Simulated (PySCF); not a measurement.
**C6H10 (SMILES C/C=C\C=C\C): density, localisation and related maps**

The calculation's input:

```
{"job": {"kind": "nmr", "xc": "PBE0", "basis": "pcSseg-1"}, "charge": 0, "multiplicity": 1}
C     -2.524720    -0.909498     0.218205
C     -2.059868     0.465393    -0.126742
C     -0.788364     0.898157    -0.218941
C      0.415695     0.116668    -0.001722
C      1.660924     0.611504    -0.109805
C      2.918595    -0.157657     0.105144
H     -3.144506    -1.328036    -0.592949
H     -3.165078    -0.892376     1.116507
H     -1.700343    -1.610115     0.406567
H     -2.853127     1.195795    -0.324227
H     -0.626829     1.949173    -0.485045
H      0.298852    -0.939874     0.266327
H      1.774098     1.670302    -0.378295
H      3.527469     0.286506     0.911254
H      2.713955    -1.205456     0.370311
H      3.551906    -0.151087    -0.798582
```

Command:

```sh
OMP_NUM_THREADS=1 python probes_run.py task.json out
```

Geometry: PBE0-D3(BJ)/def2-SVP.

Level of theory: PBE0/pcSseg-1, SCF density, gas phase, non-relativistic in PySCF.

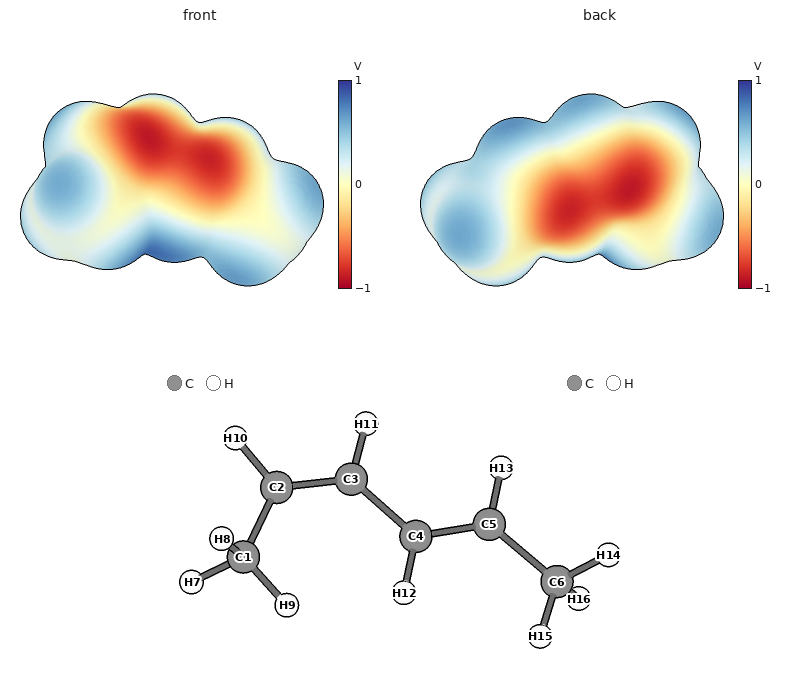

Figure 1. The electrostatic potential painted on the density surface at 0.002 e/bohr³, seen from the front and from behind; the colour scale runs from red (negative) to blue (positive). The bare structure is drawn below in the same view.

### Which sites attract a positive test charge, and which a negative one?

A positive charge is drawn to the negative regions and a negative charge to the positive ones. The most negative region (about −0.9 V) lies over the π face of C2, C3 and C4, the most positive (about +0.8 V) over H9 and H12.

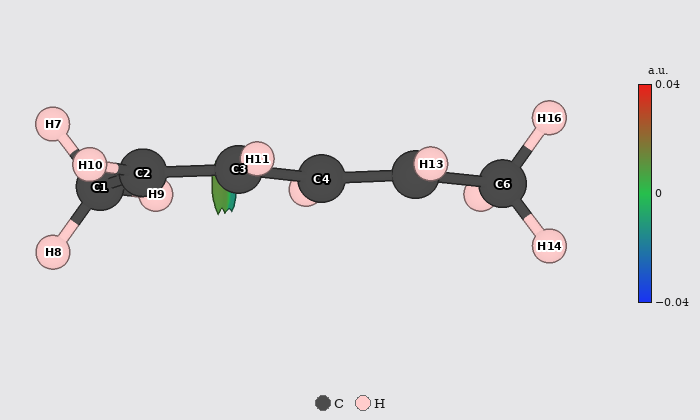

Figure 2. Non-covalent interaction (NCI) plot: the surface where the reduced density gradient is 0.5, for densities under 0.05 a.u., coloured by sign(λ₂)ρ; seen from one side.

### Which non-covalent interactions does the plot reveal?

Between H12 and C4 on one side and H9 and C1 on the other: a weak contact, attractive (blue-green) on one side and crowded (olive to red) on the other.
